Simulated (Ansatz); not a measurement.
**Ligand exchange: SiH2(CH3)Cl + C2Cl2F4 → SiH2(CH3)F + C2Cl3F3**

Gas-phase species: SiH2(CH3)Cl ((chlorosilyl)methane), singlet; C2Cl2F4 (dichlorotetrafluoroethane) `FC(F)(Cl)C(F)(F)Cl`, singlet; SiH2(CH3)F, singlet; C2Cl3F3 (1,1,2-trichlorotrifluoroethane) `FC(F)(Cl)C(F)(Cl)Cl`, singlet. The partners trade Cl for F: Si–Cl and C–F bonds give way to Si–F and C–Cl.

Shapes, held fixed at every level: PBE0-D4/def2-TZVP. Flexible molecules stand in one conformer, not always the lowest. Programs: Ansatz 0.2.0. The zero-point and thermal change to 298 K, harmonic and unscaled (PBE0-D4/def2-TZVP), is -1.7 kJ/mol.

| level | kind | ΔH(298 K) (kJ/mol) | less CCSD(T)/CBS estimate |
| --- | --- | --- | --- |
| SPW92/def2-TZVPP | LDA | -8.5 | +12.8 |
| r2SCAN-D4/def2-TZVPP | meta-GGA | -8.5 | +12.8 |
| B3LYP-D4/def2-TZVPP | global hybrid | -14.7 | +6.6 |
| PBE0-D4/def2-TZVPP | global hybrid | -6.0 | +15.3 |
| B2PLYP/def2-TZVPP | double hybrid | -15.8 | +5.5 |
| CCSD(T)/def2-SVP | coupled cluster or CI | +3.2 | +24.5 |
| CCSD(T)/def2-TZVPP | coupled cluster or CI | -15.9 | +5.4 |
| CCSD(T)/CBS estimate | coupled cluster or CI | -21.3 | 0.0 |

The highest level, CCSD(T)/CBS estimate, gives ΔH(298 K) = -21.3 kJ/mol; the levels span -21.3 to +3.2. They disagree on the sign: 1 of 8 are positive. The column of differences is taken from that level and isn't an error. No measured value is set beside it here. The CBS estimate extrapolates MP2 from def2-TZVPP and def2-QZVPP and adds CCSD(T) − MP2 in the triple-zeta set, cores frozen. CCSD(T)/CBS estimate lies outside the range of the other correlated levels here, so it shouldn't be taken on trust.

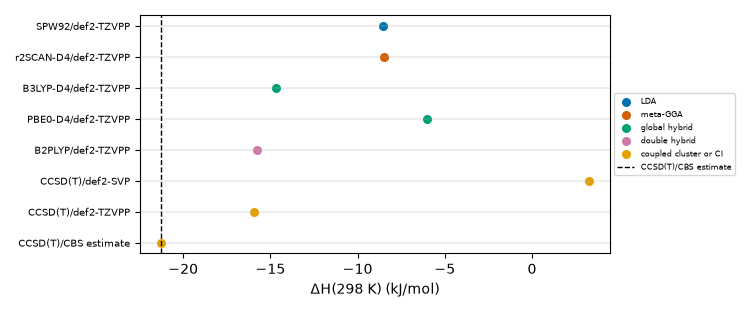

The values of the table, level by level.
